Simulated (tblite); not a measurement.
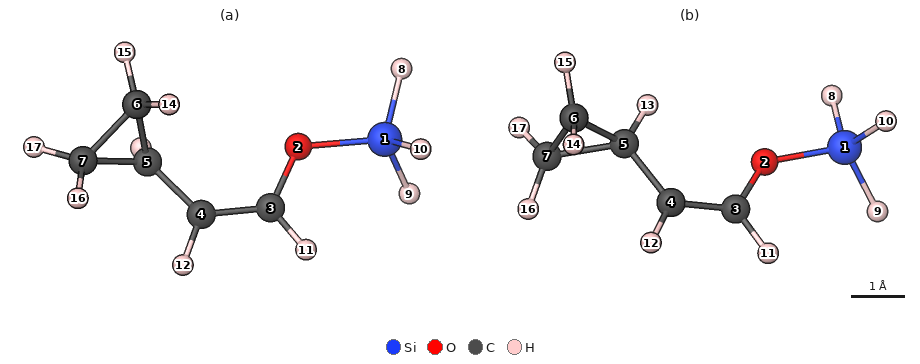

The structure of C₅H₁₀OSi before (left) and after (right) a relaxation, at one scale.

A ball-and-stick model, seen at a tilt.

The calculation used GFN2-xTB geometry optimisation, gas phase (tblite 0.8.0). 

Question: What changed between the two?

Answer: After 122 geometry steps the energy has fallen by 31.1 kJ/mol. The largest move after the best rigid fit is that of H13, 1.45 Å. Largest moves by element: H 1.45 Å, C 0.68 Å, Si 0.42 Å, O 0.35 Å. Some distances before and after: Si1–O2 1.673 → 1.623 Å, Si1–H8 1.490 → 1.453 Å, O2–C3 1.379 → 1.352 Å, C4–H12 1.102 → 1.079 Å. Among the angles between lasting bonds that change: Si1–O2–C3 119.8° → 132.7°, O2–Si1–H8 109.5° → 99.2°, H8–Si1–H10 109.2° → 113.8°. Groups turn about C4–C5 by about 65°. Cost: 0.8 s on 1 thread of Arm Neoverse V1 (shared host).
